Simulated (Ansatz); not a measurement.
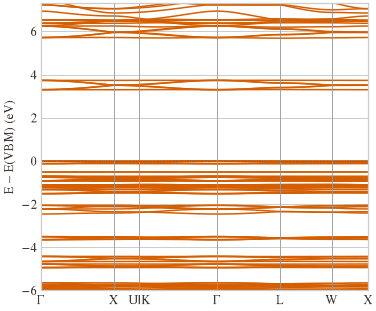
Fig. 1. Band structure from DFT-PBE+D3(BJ) in the program Ansatz with PAW potentials

Question: Read off the gap and where the band edges lie.

Answer: About 3.3 eV (3.30 eV by a search for the band edges); maximum at Γ, minimum at X.

The material is C$_{12}$Be$_{4}$O$_{13}$ in space group Fm-3m (No. 225; Pearson symbol cF232).

The cell is a constructed one: a structure type filled with these elements; neither database checked (COD, Materials Project) lists it. Whether it is the stable phase at ambient conditions was not checked. The cell was relaxed with PBE+D3(BJ) under the symmetry of its start; its stability against distortions is not shown here.

Potentials: the later of the program's two PAW sets.
